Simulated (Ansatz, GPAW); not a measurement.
# Work function of I/Mo(110) at several levels

Aim: the work function of both faces of I/Mo(110), and its spread over functionals and bases.

Main program and level: GPAW 26.7.0 and Ansatz 0.2.0; Ansatz plane waves; slab in vacuum with a dipole correction, relaxation; PAW set soft_1, in the first sound run; inputs show where later runs differ.

## 1. Set-up

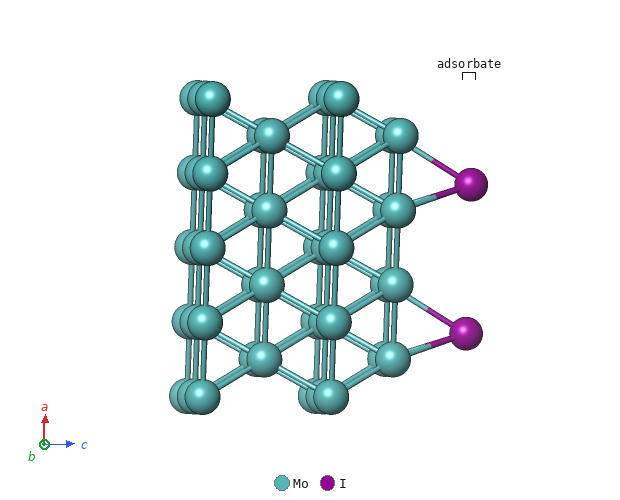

The cell as given, from the side, with the c axis across the page (molybdenum teal, iodine purple). 2×1×1 cells are drawn. Some periodic images of atoms are drawn too.

The cell holds 17 atoms: 16 Mo and 1 I. Its edges and angles: a = 5.456 Å, b = 5.456 Å, c = 23.360 Å, α = 90.0°, β = 90.0°, γ = 70.5°. Vacuum lies along c.

## 2. Relaxation

The atoms are relaxed first, since the surface dipole, and with it the work function, follows the positions of the outer layers. The lowest 8 atoms are held at bulk positions and keep their forces.

Input file input.yaml:

```yaml
crystal:
  lattice:
    - [4.4547727215, -3.15, 0.0]
    - [4.4547727215, 3.15, 0.0]
    - [0.0, 0.0, 23.3599884737]
  atoms:
    - { symbol: Mo, position: [0.0, 0.0, 0.2996576821] }
    - { symbol: Mo, position: [0.25, 0.25, 0.3950081727] }
    - { symbol: Mo, position: [0.0, 0.0, 0.4903586632] }
    - { symbol: Mo, position: [0.25, 0.25, 0.5857091538] }
    - { symbol: Mo, position: [0.0, 0.5, 0.2996576821] }
    - { symbol: Mo, position: [0.25, 0.75, 0.3950081727] }
    - { symbol: Mo, position: [0.0, 0.5, 0.4903586632] }
    - { symbol: Mo, position: [0.25, 0.75, 0.5857091538] }
    - { symbol: Mo, position: [0.5, 0.0, 0.2996576821] }
    - { symbol: Mo, position: [0.75, 0.25, 0.3950081727] }
    - { symbol: Mo, position: [0.5, 0.0, 0.4903586632] }
    - { symbol: Mo, position: [0.75, 0.25, 0.5857091538] }
    - { symbol: Mo, position: [0.5, 0.5, 0.2996576821] }
    - { symbol: Mo, position: [0.75, 0.75, 0.3950081727] }
    - { symbol: Mo, position: [0.5, 0.5, 0.4903586632] }
    - { symbol: Mo, position: [0.75, 0.75, 0.5857091538] }
    - { symbol: I, position: [0.42, 0.42, 0.7003423179] }
kpoints:
  mp_grid: { grid: [6, 6, 1] }
hamiltonian:
  xc: pbe
  pseudopotentials: { kind: paw, azcp: { folder: soft_1 } }
scf:
  occupations: { method: fermi_dirac, width: 0.1 }
efield:
  axis: 3
  dipole_correction: true
  ramp_width: 0.05
relax:
  f_tol: 0.02
  max_steps: 60
  constraints: [{ sites: [0, 1, 4, 5, 8, 9, 12, 13] }]
output:
  write_potential: true
  write_density: true
  volumetric_format: npy
```

Command:

```sh
> ansatz run input.yaml --threads 4 --pin off --max-ram 8192MiB --backend cpu --events-out ev --progress --plain --runs-dir out
```

Numbers of over 12 decimals in the logs are rounded to 6 here.

The log of the run:

```text
Engine: ansatz 0.2.0, aarch64-unknown-linux-gnu
Pseudopotentials: kind: paw
Pseudopotential: Mo, paw, valence charge 14, recommended cutoff 420 eV (normal), soft_1/Mo.paw.azcp
Pseudopotential: I, paw, valence charge 17, recommended cutoff 420 eV (normal), soft_1/I.paw.azcp
Functional definition: PBE
  parameter kappa = 0.804
  parameter beta = 0.066725
  exchange = pbe_x(kappa = kappa, mu = beta*pi^2/3)
  correlation = pbe_c(beta = beta)
Crystal: 17 atoms, lattice volume = 655.600 Å³
Basis set: ecut = 420 eV, 12835 PW (Γ), exchange–correlation on 80×80×320 points (8 copies of the dense FFT grid, shifted against one another)
Bands: 145, of which v1, the nominal top of the filled ones, is band 121 counted from 1 (120 counted from 0)
Symmetry: 2 space group operations
Space group: Cm (ITA 8), of the structure as read, at distance tolerance 8.7e-5 Å
k-points: 13 of 36 (time reversal used)
Non-local potential: Mo, projectors of the file, l = 0: 3, l = 1: 2, l = 2: 2, l = 3: 1
Non-local potential: I, projectors of the file, l = 0: 2, l = 1: 2, l = 2: 2, l = 3: 1
PAW form: soft (Blöchl's): semilocal exchange-correlation on the pseudo side does not see the compensation charge
PAW one-centre angular grid: Mo, 590 points (default); XC on 64 Gauss nodes
PAW one-centre angular grid: I, 590 points (default); XC on 64 Gauss nodes
Initial density: superposition of atomic densities (neutral atoms: chi_scale 0, normalization atom)
Initial wavefunctions: pseudopotential atomic-orbital guess
Functional: x = pbe(κ = 0.804, μ = 0.219515), c = pbe(β = 0.066725)
SCF iter   1: F=—  HF=-86814.362932 eV  |F-HF|=—  |Δ(HF+E_count)|=         —  Δρ=6.46e-2  dr2=7.26e1  ethr=3.10e-3  p=0.000 e·Å  D=1.02e-6 V/Å  ΔV_dip=-0.00 eV  dr2_dipole=1.29e-2  V_vac-E_F(+/−)=6.05/6.05 eV  ⟨swp⟩=9.4  Hψ=8992  notcnv=0
efield: sawtooth ramp at fractional position 0.9750 (placed from the atoms, in the widest stretch of the axis that holds none; the zero of the levels goes with the place), width 0.0500; the density the first Hamiltonian is built on has a dipole p = 0.000 e·Å; the dipole correction subtracts the counter field D = 1.02e-6 V/Å, which shifts the + side's vacuum level by -0.00 eV against the − side's; the planar-averaged density in the ramp window peaks in size at 1.8e-6 e/Å³
preconditioner: auto → LDOS  [metal: Δε(μ)=0.033 eV  Ē_g=4.483 eV  σ=0.100 eV  W_gap=0.08  n_scr=120 (ndim 8)  ℏωp=14.7 eV  f_vac=0.493  D(μ)=13.56/eV (n_scr^D=76)  β→1.0]
SCF iter   2: F=—  HF=-86806.817447 eV  |F-HF|=—  |Δ(HF+E_count)|=    7.55e0  Δρ=4.32e-2  dr2=2.51e1  ethr=3.10e-3  p=0.051 e·Å  D=1.40e-2 V/Å  ΔV_dip=-0.33 eV  dr2_dipole=6.39e-5  V_vac-E_F(+/−)=4.35/4.68 eV  ⟨swp⟩=4.0  Hψ=5136  notcnv=0
SCF iter   3: F=—  HF=-86802.275914 eV  |F-HF|=—  |Δ(HF+E_count)|=    4.54e0  Δρ=8.33e-3  dr2=1.04e0  ethr=3.10e-3  p=0.049 e·Å  D=1.35e-2 V/Å  ΔV_dip=-0.32 eV  dr2_dipole=2.12e-4  V_vac-E_F(+/−)=4.70/5.02 eV  ⟨swp⟩=3.3  Hψ=4273  notcnv=0
SCF iter   4: F=—  HF=-86802.067135 eV  |F-HF|=—  |Δ(HF+E_count)|=   2.09e-1  Δρ=2.80e-3  dr2=1.02e-1  ethr=4.31e-4  p=0.030 e·Å  D=8.31e-3 V/Å  ΔV_dip=-0.19 eV  dr2_dipole=2.88e-5  V_vac-E_F(+/−)=4.63/4.82 eV  ⟨swp⟩=3.1  Hψ=3807  notcnv=0
SCF iter   5: F=—  HF=-86802.054116 eV  |F-HF|=—  |Δ(HF+E_count)|=   1.30e-2  Δρ=9.41e-4  dr2=1.06e-2  ethr=4.23e-5  p=0.030 e·Å  D=8.16e-3 V/Å  ΔV_dip=-0.19 eV  dr2_dipole=5.14e-4  V_vac-E_F(+/−)=4.57/4.76 eV  ⟨swp⟩=2.8  Hψ=3288  notcnv=0
SCF iter   6: F=—  HF=-86802.056016 eV  |F-HF|=—  |Δ(HF+E_count)|=   1.90e-3  Δρ=3.47e-4  dr2=1.38e-3  ethr=4.41e-6  p=0.023 e·Å  D=6.31e-3 V/Å  ΔV_dip=-0.15 eV  dr2_dipole=1.51e-4  V_vac-E_F(+/−)=4.56/4.71 eV  ⟨swp⟩=2.5  Hψ=2758  notcnv=0
SCF iter   7: F=—  HF=-86802.056655 eV  |F-HF|=—  |Δ(HF+E_count)|=   6.39e-4  Δρ=1.01e-4  dr2=1.64e-4  ethr=5.75e-7  p=0.018 e·Å  D=5.00e-3 V/Å  ΔV_dip=-0.12 eV  dr2_dipole=1.70e-5  V_vac-E_F(+/−)=4.55/4.67 eV  ⟨swp⟩=2.0  Hψ=2665  notcnv=0
SCF iter   8: F=—  HF=-86802.056697 eV  |F-HF|=—  |Δ(HF+E_count)|=   4.23e-5  Δρ=4.46e-5  dr2=3.76e-5  ethr=6.82e-8  p=0.015 e·Å  D=4.28e-3 V/Å  ΔV_dip=-0.10 eV  dr2_dipole=2.04e-8  V_vac-E_F(+/−)=4.55/4.65 eV  ⟨swp⟩=2.5  Hψ=3191  notcnv=0
SCF iter   9: F=-86802.056692 eV  HF=-86802.056694 eV  |F-HF|=1.73e-6  |Δ(HF+E_count)|=   3.07e-6  Δρ=1.61e-5  dr2=5.39e-6  ethr=4.15e-9  p=0.015 e·Å  D=4.08e-3 V/Å  ΔV_dip=-0.10 eV  dr2_dipole=9.96e-8  V_vac-E_F(+/−)=4.55/4.65 eV  ⟨swp⟩=13.0  Hψ=19713  notcnv=0
SCF 1 converged in 9 iterations: F = -86802.056692 eV  dr2 = 5.39e-6
  greatest PAW one-centre occupation: 0.999 electrons in one spin orbital (limit 2), on the Mo atom at site 13 (counted from 0), in its partial waves of l = 0
relax step   1: F+E_penalty+E_count = -86802.05669203 eV  Δ(F+E_penalty+E_count) = +0.000e0 eV  max|allowed force component| = 1.407e0 eV/Å  Δτ_max = 0.0000 Å  (9 SCF iters, dr2 threshold 1.00e-5 eV, accepted)
Initial density: handed on by an earlier stage of this run
Initial wavefunctions: those handed on with the density
iter 1 solved again at ethr=3.56e-4 eV; its pass at ethr=3.10e-3 eV (dr2=8.57e-1 eV) is discarded
SCF iter   1: F=—  HF=-86802.382797 eV  |F-HF|=—  |Δ(HF+E_count)|=         —  Δρ=6.73e-3  dr2=1.07e0  ethr=3.56e-4  p=0.015 e·Å  D=4.08e-3 V/Å  ΔV_dip=-0.10 eV  dr2_dipole=9.24e-2  V_vac-E_F(+/−)=4.57/4.67 eV  ⟨swp⟩=1.7  Hψ=6113  notcnv=0
efield: sawtooth ramp at fractional position 0.9750 (handed on by an earlier solve), width 0.0500; the density the first Hamiltonian is built on has a dipole p = 0.015 e·Å; the dipole correction subtracts the counter field D = 4.08e-3 V/Å, which shifts the + side's vacuum level by -0.10 eV against the − side's; the planar-averaged density in the ramp window peaks in size at 6.5e-6 e/Å³
eigensolver tolerance schedule calibrated: the retry pair's looser diagonalisation under-reported the residual by θ = 0.20 (0.21/decade); ethr = c·dr2/N_el runs at the constant in force after the calibration composes with the one it found (an armed cap, an earlier calibration), c = 2.3e-2
preconditioner: auto → LDOS  [metal: Δε(μ)=0.048 eV  Ē_g=4.115 eV  σ=0.100 eV  W_gap=0.12  n_scr=120 (ndim 8)  ℏωp=14.7 eV  f_vac=0.504  D(μ)=13.67/eV (n_scr^D=76)  β→1.0]
SCF iter   2: F=—  HF=-86802.344267 eV  |F-HF|=—  |Δ(HF+E_count)|=   3.85e-2  Δρ=3.08e-3  dr2=1.79e-1  ethr=1.00e-4  p=0.071 e·Å  D=1.95e-2 V/Å  ΔV_dip=-0.46 eV  dr2_dipole=1.48e-3  V_vac-E_F(+/−)=4.18/4.64 eV  ⟨swp⟩=3.7  Hψ=4404  notcnv=0
[...]
SCF 3 converged in 6 iterations: F = -86802.435384 eV  dr2 = 5.84e-6
  greatest PAW one-centre occupation: 0.999 electrons in one spin orbital (limit 2), on the Mo atom at site 10 (counted from 0), in its partial waves of l = 0
relax step   3: F+E_penalty+E_count = -86802.43538408 eV  Δ(F+E_penalty+E_count) = -1.188e-1 eV  max|allowed force component| = 2.657e-1 eV/Å  Δτ_max = 0.1965 Å  (6 SCF iters, dr2 threshold 4.15e-5 eV, accepted)
[...]
relax step   4: F+E_penalty+E_count = -86802.45097849 eV  Δ(F+E_penalty+E_count) = -1.559e-2 eV  max|allowed force component| = 1.823e-1 eV/Å  Δτ_max = 0.0627 Å  (5 SCF iters, dr2 threshold 7.49e-6 eV, accepted)
[...]
relax step   5: F+E_penalty+E_count = -86802.45441132 eV  Δ(F+E_penalty+E_count) = -3.433e-3 eV  max|allowed force component| = 8.050e-2 eV/Å  Δτ_max = 0.0256 Å  (5 SCF iters, dr2 threshold 3.53e-6 eV, accepted)
[...]
relax step   6: F+E_penalty+E_count = -86802.45540970 eV  Δ(F+E_penalty+E_count) = -9.984e-4 eV  max|allowed force component| = 1.338e-2 eV/Å  Δτ_max = 0.0116 Å  (5 SCF iters, dr2 threshold 1.26e-6 eV, accepted)
iter 1 solved again at ethr=1.22e-10 eV; its pass at ethr=3.10e-3 eV (dr2=2.93e-7 eV) is discarded
SCF iter   1: F=—  HF=-86802.455368 eV  |F-HF|=—  |Δ(HF+E_count)|=         —  Δρ=5.28e-6  dr2=2.93e-7  ethr=1.22e-10  p=0.102 e·Å  D=2.81e-2 V/Å  ΔV_dip=-0.66 eV  dr2_dipole=7.75e-9  V_vac-E_F(+/−)=3.99/4.65 eV  ⟨swp⟩=1.2  Hψ=4452  notcnv=0
efield: sawtooth ramp at fractional position 0.9750 (handed on by an earlier solve), width 0.0500; the density the first Hamiltonian is built on has a dipole p = 0.102 e·Å; the dipole correction subtracts the counter field D = 2.81e-2 V/Å, which shifts the + side's vacuum level by -0.66 eV against the − side's; the planar-averaged density in the ramp window peaks in size at 3.5e-6 e/Å³
preconditioner: auto → LDOS  [metal: Δε(μ)=0.043 eV  Ē_g=4.168 eV  σ=0.100 eV  W_gap=0.11  n_scr=120 (ndim 8)  ℏωp=14.7 eV  f_vac=0.507  D(μ)=13.46/eV (n_scr^D=76)  β→1.0]
SCF iter   2: F=—  HF=-86802.455410 eV  |F-HF|=—  |Δ(HF+E_count)|=   4.16e-5  Δρ=4.86e-6  dr2=4.19e-7  ethr=1.22e-10  p=0.102 e·Å  D=2.81e-2 V/Å  ΔV_dip=-0.66 eV  dr2_dipole=1.47e-10  V_vac-E_F(+/−)=3.99/4.65 eV  ⟨swp⟩=2.1  Hψ=3297  notcnv=0
SCF iter   3: F=-86802.455410 eV  HF=-86802.455410 eV  |F-HF|=1.37e-8  |Δ(HF+E_count)|=   4.90e-8  Δρ=1.20e-6  dr2=2.16e-8  ethr=4.15e-11  p=0.102 e·Å  D=2.81e-2 V/Å  ΔV_dip=-0.66 eV  dr2_dipole=4.11e-10  V_vac-E_F(+/−)=3.99/4.65 eV  ⟨swp⟩=9.0  Hψ=15014  notcnv=0
SCF 7 converged in 3 iterations: F = -86802.455410 eV  dr2 = 2.16e-8
relax step   7: F+E_penalty+E_count = -86802.45540986 eV  Δ(F+E_penalty+E_count) = -1.605e-7 eV  max|allowed force component| = 1.344e-2 eV/Å  Δτ_max = 0.0000 Å  (3 SCF iters, accepted)
NSCF: frozen V_eff on 13 k-points
the band table was solved once a step of the walk had ended and its energy, with any forces and stress, was formed, with the checks that follow a solve (7485 applications of the Hamiltonian). They found nothing against the state; the energy, forces and stress were not computed again (output.eigenvalues in the input reference)
WARN: The output density's exchange-correlation potential varies sharply where the density is thin. Do not read a vacuum level from v_tot or v_xc, or from such a field of the output density. On a cell that repeats whose density bears no net charge and no dipole along the vacuum's axis use v_es (v_loc + v_h of the components); under efield.dipole_correction with no amplitude use v_es + v_field, which holds any externa [...]
SCF converged after 3 iterations
Free energy (F): -86802.455410 eV
Harris-Foulkes:  -86802.455410 eV  (|F-HF|=1.37e-8)
Internal energy: -86802.002427 eV  (E = F + TS)
E sigma→0 (E₀):  -86802.228919 eV
Entropy (-TS):   -0.452983 eV (-26.646 meV/atom)
Fermi energy:    6.163974 eV
Dipole field:    D = 0.028111 V/Å  (p = 0.101848 e·Å, saw-weighted, corrected)
Work function:   Φ+ = 3.9903 eV   Φ− = 4.6469 eV
Levels:          The Fermi level and band energies are counted from a zero that moves with the ramp; work functions are not
--- Per-component energies (eV) ---
  E_band       = -4604.841086
  E_kinetic    = 6896.358814
  E_local      = -263818.456027  (includes V_loc(G=0)·N_el)
  E_nonlocal   = 2494.472469
  E_hartree    = 128156.282352
  E_xc         = -2915.733572
  E_vxc        = -3610.250136  (∫ρ·V_xc dr)
  E_paw        = -56173.865815  (= ΣΔE_a)
  E_vpaw       = -2885.947042  (= ΣTr[D̂ρ^β])
  E_aug_tail   = -0.001712  (compensation charges beyond the density's cutoff)
  E_efield     = 0.001432  (sawtooth field / dipole correction)
  E_vefield    = 6.419333  (∫n·V_field dr)
  E_ewald      = 98558.939633
  E_smearing   = -0.452983  (= −TS)
  E_closure    = 0.000000  (closes the sum)
  Σ components = -86802.455410   (vs F -86802.455410, Δ=0.00e0)
--- Forces (eV/Å), atoms counted from 1 ---
  atom   1  Mo    -0.00509601     0.00000000     0.48508920
  atom   2  Mo     0.06120243     0.00000000    -0.60432634
  atom   3  Mo     0.00221045     0.00000000     0.01139522
  atom   4  Mo     0.00726711     0.00000000    -0.00434513
  atom   5  Mo     0.01290814    -0.03461643     0.55053360
  atom   6  Mo    -0.01224306     0.04265775    -0.39935627
  atom   7  Mo    -0.00033849    -0.00499693    -0.01171612
  atom   8  Mo    -0.00170528    -0.00377034     0.00022161
  atom   9  Mo     0.01290814     0.03461643     0.55053360
  atom  10  Mo    -0.01224306    -0.04265775    -0.39935627
  atom  11  Mo    -0.00033849     0.00499693    -0.01171612
  atom  12  Mo    -0.00170528     0.00377034     0.00022161
  atom  13  Mo    -0.03169865     0.00000000     0.43151978
  atom  14  Mo    -0.03347843     0.00000000    -0.61960358
  atom  15  Mo    -0.00418321     0.00000000     0.00951586
  atom  16  Mo     0.01344152     0.00000000     0.00482853
  atom  17  I     -0.00689924     0.00000000     0.00656425
  max |Σ_I F_I| component: 8.58e-6 eV/Å
--- Band table (eV; the first three rows and the last of 13) ---
  k-point 0: bands = [... 117 lower, 6.7531, 6.8914, 7.0248, 7.0893, 7.1963, 7.2720, 7.2786, 7.3288, ... 20 higher]
  k-point 1: bands = [... 117 lower, 6.5536, 6.6267, 6.7738, 6.8267, 6.8737, 7.0888, 7.1617, 7.1946, ... 20 higher]
  k-point 2: bands = [... 117 lower, 5.7527, 5.8894, 6.0028, 6.2578, 6.4896, 6.6484, 6.7310, 6.8934, ... 20 higher]
  k-point 12: bands = [... 117 lower, 5.4403, 5.4435, 5.4483, 5.4767, 5.5551, 5.5994, 5.8397, 5.9454, ... 20 higher]
--- Relaxed structure (7 steps of the walk, 7 accepted, 0 SCFs on fresh bases) ---
  F+E_penalty+E_count = -86802.45540986 eV   max|allowed force component| = 1.344e-2 eV/Å
  atoms:
    - { symbol: Mo, position: [0.0, 0.0, 0.2996576821] }
    - { symbol: Mo, position: [0.250000, 0.250000, 0.3950081727] }
    - { symbol: Mo, position: [0.00176436, 0.00176436, 0.489550] }
    - { symbol: Mo, position: [0.240910, 0.240910, 0.585650] }
    - { symbol: Mo, position: [0.0, 0.500000, 0.2996576821] }
    - { symbol: Mo, position: [0.25, 0.750000, 0.3950081727] }
    - { symbol: Mo, position: [0.000364152, 0.499644, 0.492051] }
    - { symbol: Mo, position: [0.253529, 0.750416, 0.584040] }
    - { symbol: Mo, position: [0.500000, 0.0, 0.2996576821] }
    - { symbol: Mo, position: [0.750000, 0.25, 0.3950081727] }
    - { symbol: Mo, position: [0.499644, 0.000364152, 0.492051] }
    - { symbol: Mo, position: [0.750416, 0.253529, 0.584040] }
    - { symbol: Mo, position: [0.500000, 0.500000, 0.2996576821] }
    - { symbol: Mo, position: [0.75, 0.75, 0.3950081727] }
    - { symbol: Mo, position: [0.499397, 0.499397, 0.490889] }
    - { symbol: Mo, position: [0.754964, 0.754964, 0.582285] }
    - { symbol: I, position: [0.432416, 0.432416, 0.683515] }
```

The job ended after 4 min (4 threads of Arm Neoverse V1, shared host; peak memory 2.3 GiB; 16 min of CPU time).

Relaxation path:

```tsv
step	energy less that of the first step (eV)	largest force component (eV/Å)
1	0.0000	1.4068
2	-0.2599	0.8152
3	-0.3787	0.2657
4	-0.3943	0.1823
5	-0.3977	0.0805
6	-0.3987	0.0134
7	-0.3987	0.0134
```

The run keeps the 2 symmetry operations that it works with, so distortions that break them were not tested.

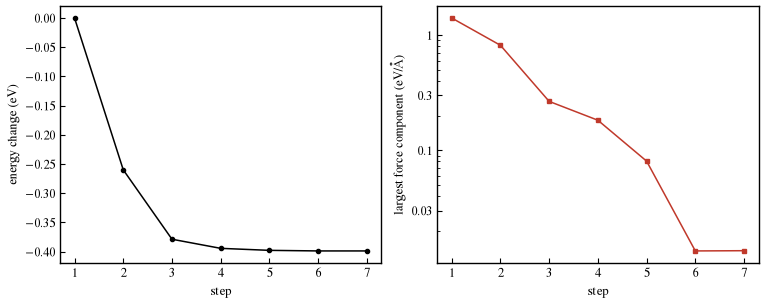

Energy and largest force along the relaxation.

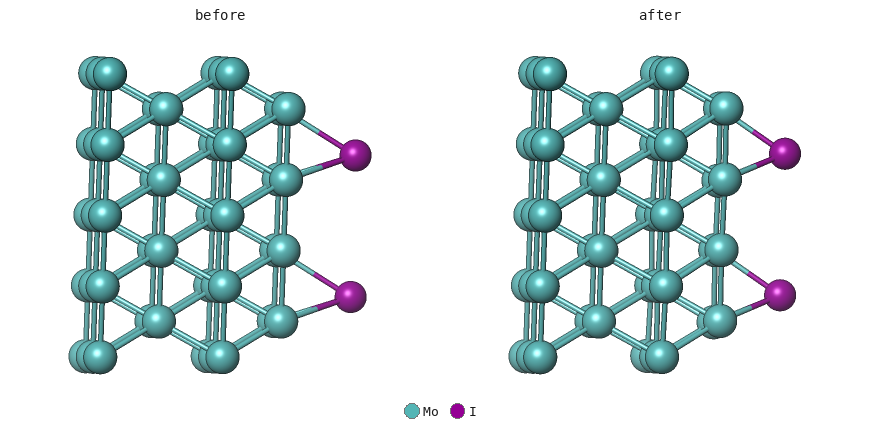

Before and after, at one scale.

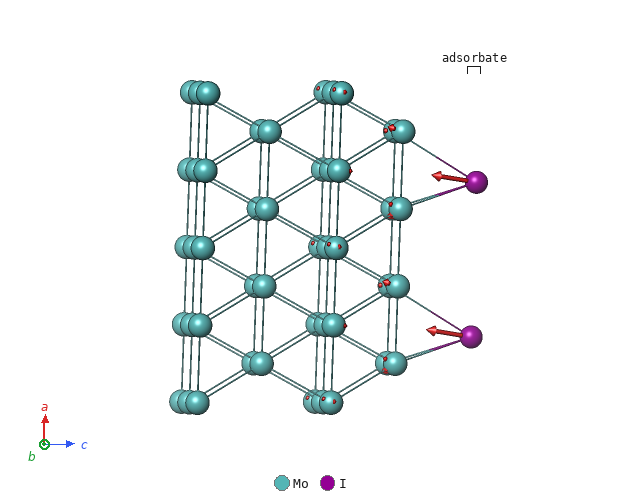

Displacements in the relaxation, exaggerated; the longest in the cell stands for 0.41 Å. 2×1×1 cells are drawn. Some periodic images of atoms are drawn too.

The atoms that moved most (Å):

```tsv
atom	dx	dy	dz	length
I17	0.111	0.000	-0.393	0.408
Mo16	0.044	0.000	-0.080	0.091
Mo4	-0.081	0.000	-0.001	0.081
Mo8	0.018	-0.010	-0.039	0.044
Mo12	0.018	0.010	-0.039	0.044
Mo11	0.000	0.002	0.040	0.040
Mo7	0.000	-0.002	0.040	0.040
Mo3	0.016	0.000	-0.019	0.025
```

Final coordinates:

```cif
data_structure
_symmetry_space_group_name_H-M 'P 1'
_symmetry_Int_Tables_number 1
_cell_length_a 5.4560
_cell_length_b 5.4560
_cell_length_c 23.3600
_cell_angle_alpha 90.000
_cell_angle_beta 90.000
_cell_angle_gamma 70.529
_cell_volume 655.60
loop_
_atom_site_label
_atom_site_type_symbol
_atom_site_fract_x
_atom_site_fract_y
_atom_site_fract_z
_atom_site_occupancy
Mo1 Mo 0.00000 0.00000 0.29966 1
Mo2 Mo 0.25000 0.25000 0.39501 1
Mo3 Mo 0.00176 0.00176 0.48955 1
Mo4 Mo 0.24091 0.24091 0.58565 1
Mo5 Mo 0.00000 0.50000 0.29966 1
Mo6 Mo 0.25000 0.75000 0.39501 1
Mo7 Mo 0.00036 0.49964 0.49205 1
Mo8 Mo 0.25353 0.75042 0.58404 1
Mo9 Mo 0.50000 0.00000 0.29966 1
Mo10 Mo 0.75000 0.25000 0.39501 1
Mo11 Mo 0.49964 0.00036 0.49205 1
Mo12 Mo 0.75042 0.25353 0.58404 1
Mo13 Mo 0.50000 0.50000 0.29966 1
Mo14 Mo 0.75000 0.75000 0.39501 1
Mo15 Mo 0.49940 0.49940 0.49089 1
Mo16 Mo 0.75496 0.75496 0.58228 1
I17 I 0.43242 0.43242 0.68352 1
```

This step gave:

- free energy: -86802.4554 eV
- smearing term TS: 0.4530 eV
- symmetry operations: 2
- upper work function: 3.990 eV
- lower work function: 4.647 eV
- dipole along the normal: 0.1018 e·Å
- dipole field: 0.02811 V/Å
- vacuum level above: 10.15 eV
- vacuum level below: 10.81 eV

The electrostatic potential energy of an electron (with the applied field's), less the Fermi level, planar mean oscillates, so the rows of the table below give means over windows of 1 Å about each position, cut where the curve ends. Its maxima inside the range that stand out by 2 % of the span (Å: eV): 8.2: -2.28, 10.4: -2.17, 12.6: -2.73, 15.0: 0.419. Its minima: 7.0: -22.6, 9.2: -23.0, 11.5: -22.9, 13.6: -22.5, 15.6: -1.21.

Electrostatic potential energy of an electron (with the applied field's), less the Fermi level, planar mean against z; means over each step:

```tsv
z (Å)	electrostatic potential energy of an electron (with the applied field's), less the Fermi level, planar mean (eV)
0	4.46
1	4.64
2	4.65
3	4.64
4	4.58
5	3.92
6	-3.04
7	-19.4
8	-5.74
9	-18.4
10	-8.52
11	-14.3
12	-13.3
13	-10.9
14	-16.2
15	-0.805
16	-1.06
17	2.20
18	3.90
19	3.98
20	3.99
21	3.99
22	3.99
23	4.07
```

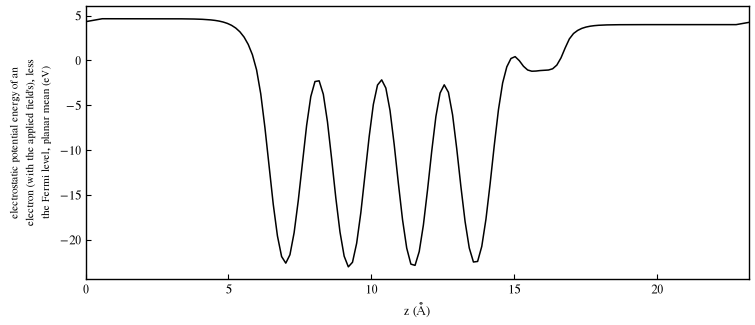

Electrostatic potential energy of an electron (with the applied field's), less the Fermi level, planar mean, plotted against z.

(Continued in part 2 of 3.)

[Logs are printed without paths, hosts, clocks, repeated set-up lines and the standing remarks that a program may print on its own settings, such as how far it seeks lower states.]

[Hosts, paths, dates, database ids (printed as entryN), source tags and the programs' standing remarks are cut or masked in the printed files.]
